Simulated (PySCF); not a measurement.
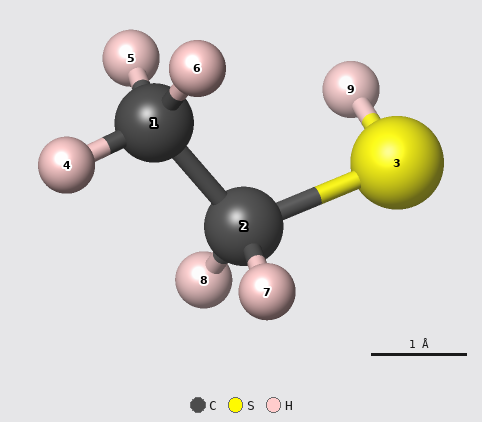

Figure 1. The structure (ball-and-stick view, seen at a tilt; atoms are numbered from 1 in the order of the input).

## Excited-state calculation of C$_{2}$H$_{6}$S

System: C$_{2}$H$_{6}$S (ethanethiol), SMILES CCS.
Method: TDDFT X3LYP/def2-SVPD, vertical, gas phase, core orbitals frozen in the response (PySCF 2.14.0).

The geometry comes from this level: GFN2-xTB. It belongs to a series of runs on one base structure; here: X3LYP/def2-SVPD; 3 states; guess vsap.

**The input**
```
{"job": {"kind": "uv", "xc": "X3LYP", "basis": "def2-SVPD", "nstates": 3, "ntriplets": 5, "tda": false, "scf": {"guess": "vsap"}}, "charge": 0, "multiplicity": 1}
C     -0.792617     0.531214     0.101105
C      0.097986    -0.677518    -0.109450
S      1.715544    -0.499828     0.726176
H     -1.763720     0.359117    -0.359286
H     -0.349372     1.419492    -0.346002
H     -0.938828     0.715437     1.163098
H     -0.340832    -1.571827     0.331774
H      0.288173    -0.859515    -1.167313
H      2.097228     0.589421     0.061959
```

The first line tells a small driver script what to run in PySCF; the rest is the geometry in Å.

Command:
```bash
OMP_NUM_THREADS=1 python <driver script> task.json out
```

**Log**
```
final grid: 66400 points
cycle   1  E = -473.3242526597  dE =  3.463e+00  |g| = 3.078e+00  |ddm| = 1.025e+01
cycle   2  E = -462.9243009995  dE =  1.040e+01  |g| = 6.380e+00  |ddm| = 1.531e+01
cycle   3  E = -477.1164466902  dE = -1.419e+01  |g| = 1.485e+00  |ddm| = 1.238e+01
cycle   4  E = -477.5981063797  dE = -4.817e-01  |g| = 7.441e-01  |ddm| = 2.814e+00
cycle   5  E = -477.7428474242  dE = -1.447e-01  |g| = 2.729e-01  |ddm| = 9.622e-01
cycle   6  E = -477.7650312888  dE = -2.218e-02  |g| = 5.894e-02  |ddm| = 4.465e-01
cycle   7  E = -477.7660838073  dE = -1.053e-03  |g| = 1.574e-02  |ddm| = 1.295e-01
cycle   8  E = -477.7661524805  dE = -6.867e-05  |g| = 3.992e-03  |ddm| = 2.813e-02
cycle   9  E = -477.7661564664  dE = -3.986e-06  |g| = 1.011e-03  |ddm| = 6.663e-03
cycle  10  E = -477.7661567245  dE = -2.581e-07  |g| = 2.447e-04  |ddm| = 1.688e-03
cycle  11  E = -477.7661567456  dE = -2.115e-08  |g| = 3.664e-05  |ddm| = 5.042e-04
cycle  12  E = -477.7661567461  dE = -4.551e-10  |g| = 6.813e-06  |ddm| = 7.501e-05
converged SCF energy = -477.7661567461

Static polarisability (au): isotropic 48.844, principal 43.174 45.944 57.415

Singlet excitations
state   eV       nm        f      main configurations
  1   5.3134    233.3   0.01094   H->L 0.93
  2   5.9620    208.0   0.03183   H->L+1 0.96
  3   6.6834    185.5   0.02721   H->L+2 0.56, H->L+3 0.32

Triplet excitations (Tamm-Dancoff, eV): 4.9503 5.5604 6.5062 6.7588 6.8064
```

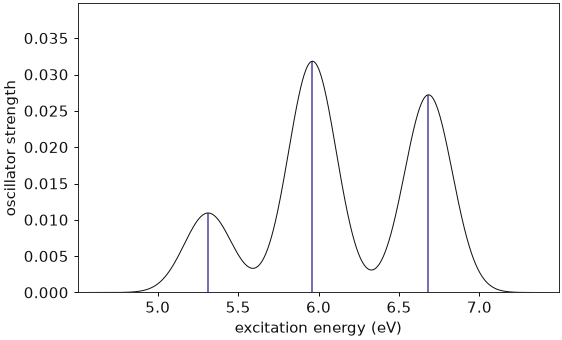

Figure 2. Computed excitations as sticks (degenerate states added up, dark ones marked on the axis), with a Gaussian envelope of 0.35 eV full width at half maximum, scaled to the tallest. Of the 3 states the lowest lies at 5.31 eV (f = 0.011); the strongest line is at 5.96 eV, or 208 nm (f = 0.032).

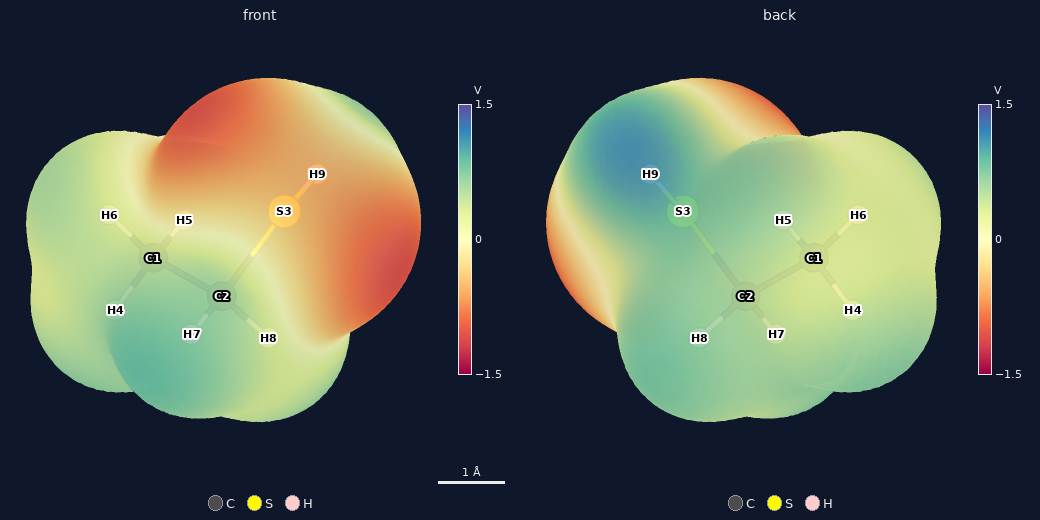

Figure 3. The electrostatic potential painted on the density surface at 0.002 e/bohr³, seen at a tilt and from behind; red is negative and blue positive. A positive charge is drawn to the negative regions and a negative charge to the positive ones. Its dipole moment is 1.73 D.

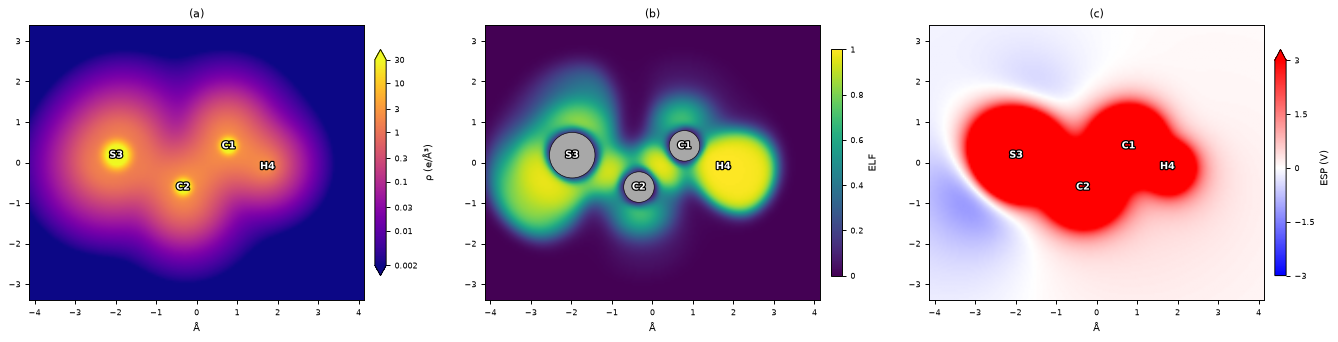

Figure 4. (a) total electron density; (b) ELF; (c) molecular electrostatic potential on the plane of atoms C2, C1 and H4. Grey discs, where drawn, cover atomic cores. Atoms in the plane: C, S and H. C–H (1.09 Å): ρ is about 2 e/Å³ halfway; the ELF climbs to about 1 towards the hydrogen, as it does in any bond to H (a covalent bond by its length).

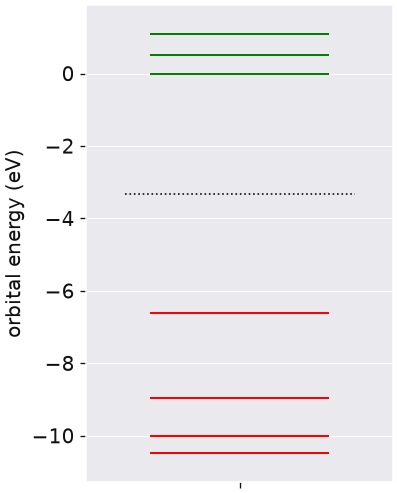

Figure 5. Orbital energies near the frontier; the dotted line parts filled from empty levels, and levels within 0.02 eV of each other stand side by side. Highest filled −6.62 eV, lowest empty −0.01 eV, 6.61 eV apart.

**Summary**

```csv
quantity,value
outcome,converged
total energy,−477.766157 hartree
HOMO,−6.62 eV
LUMO,−0.01 eV
dipole moment,1.73 D
mean polarisability,48.84 a.u.
lowest singlet excitation,5.31 eV
hardware,"1 CPU thread, shared host"
wall time,7 s
peak memory,0.5 GiB
```

**Notes**

Settings chosen away from the usual ones: X3LYP/def2-SVPD; 3 states; guess vsap.
